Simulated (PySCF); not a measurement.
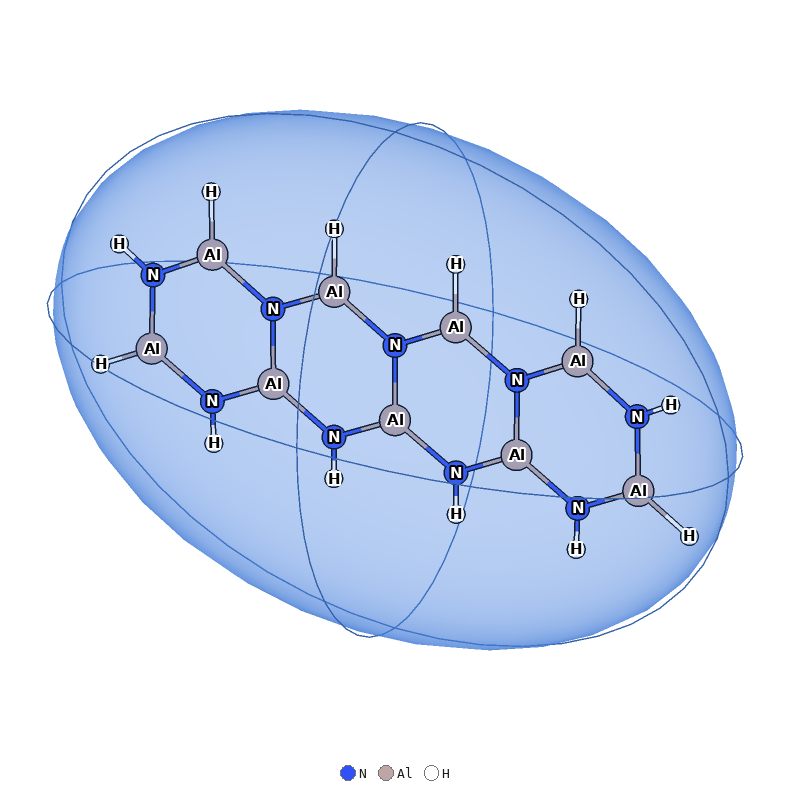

The ellipsoid shows the static dipole polarisability: its half-axes are proportional to the principal values. The computed structure is the end point of a GFN2-xTB optimisation. No frequency run is at hand to confirm it as a minimum. Method: ωB97X-D/6-31G* (PySCF 2.14.0).

Question: Give the principal values, the mean and the anisotropy.

Answer: Principal values 154.9, 238.8, 342.1 bohr³; mean 245.3 bohr³ (36.34 Å³); anisotropy 162.4 bohr³, so the longest axis is 2.21 times the shortest.

The geometry is semi-empirical. Around Al such bond lengths and angles can be off by a tenth of an ångström or more and by several degrees, and values that hang on the shape move with them.
